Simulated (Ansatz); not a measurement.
# C2H3FOSi: what the fields show

```yaml
atoms:
  - { symbol: O, position_ang: [-1.1490, 1.4157, 0.8698] }
  - { symbol: Si, position_ang: [0.1371, 0.3957, 0.6565] }
  - { symbol: C, position_ang: [0.0793, -1.1994, -0.2245] }
  - { symbol: C, position_ang: [0.7279, -0.2498, -0.9191] }
  - { symbol: F, position_ang: [1.3180, -0.2318, -2.0974] }
  - { symbol: H, position_ang: [-1.8415, 1.3911, 0.2018] }
  - { symbol: H, position_ang: [0.9975, 0.6742, 1.8267] }
  - { symbol: H, position_ang: [-0.1773, -2.2526, -0.3695] }
```

All numbers below come from RKS PBE0-D4/def2-SVP (Ansatz).

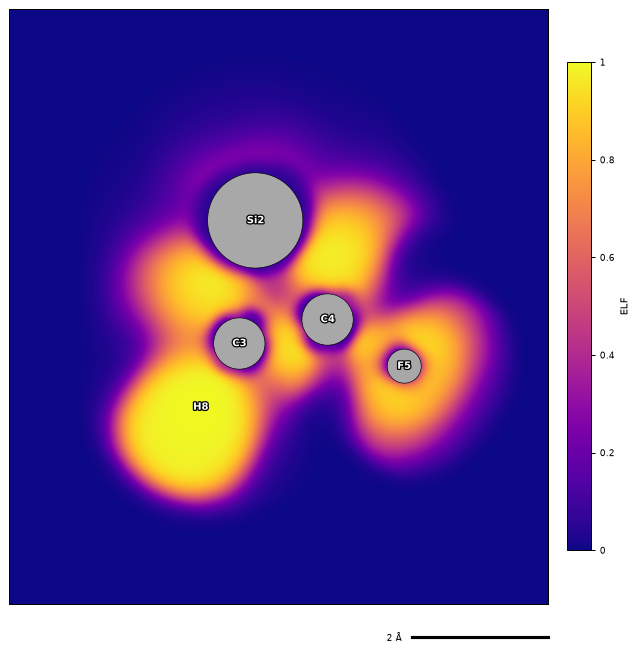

Figure 1. Electron localisation function on the plane of atoms C3, Si2 and C4. Grey discs cover the atomic cores.

**What does the map show?**

- The section cuts through Si, C, F and H sites.
- C–F (1.32 Å): the ELF peaks at about 0.85 between the atoms, as expected for a shared but strongly polarised pair.
- C–C (1.34 Å): the ELF peaks at about 0.90 between the atoms: a short, multiple covalent bond.
- C–Si (1.80 Å): the ELF peaks at about 0.75 between the atoms: a covalent bond.
- C–H (1.09 Å): the ELF climbs to about 1 towards the hydrogen, as it does in any bond to H: a covalent bond by its length.
- The ELF also peaks beside F5, away from the bonds: lone-pair regions.

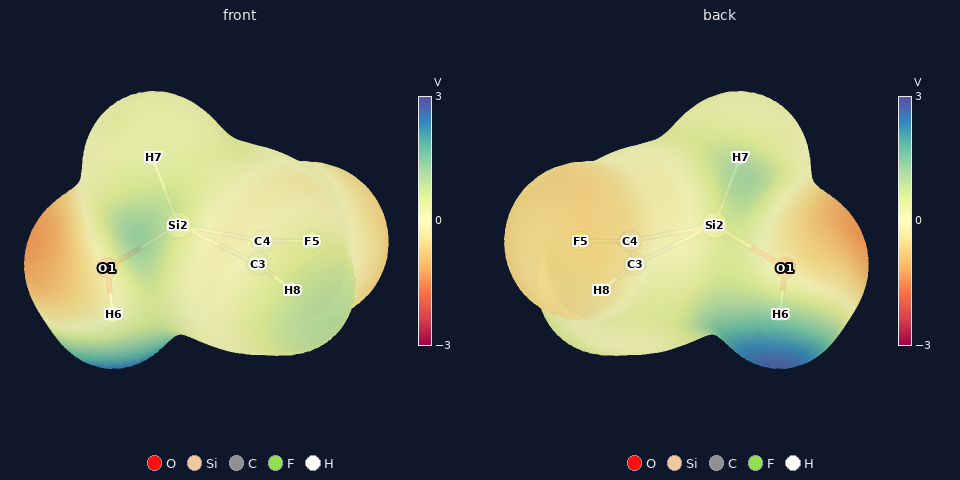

Figure 2. The molecular electrostatic potential painted on the density surface at 0.002 e/bohr³, seen from the front and from behind; red is negative and blue positive.

**Describe the electrostatic potential map.**

The most negative region (about −1.3 V) lies over O1, the most positive (about +2.7 V) over H6. O1 is the likeliest acceptor of a hydrogen bond.

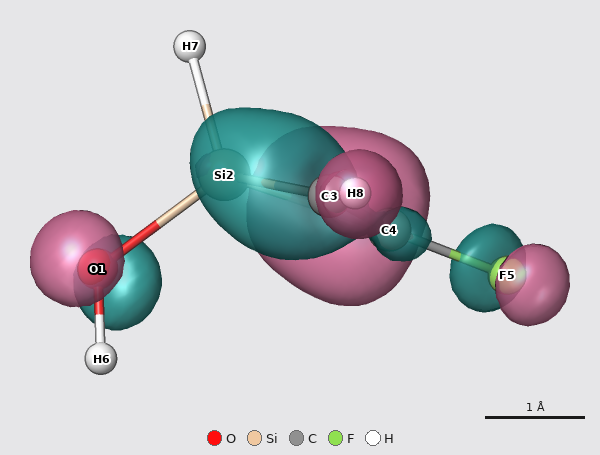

Figure 3. The HOMO at ±0.2 Å⁻³ᐟ² (teal and pink are the two phases), seen at a tilt.

**Describe this orbital and give its energy.**

By Hirshfeld shares it lies mainly on C4 (about 30 %), Si2 (about 25 %), C3 (about 20 %), O1 (about 15 %) and F5 (about 10 %). Its energy is −7.82 eV.
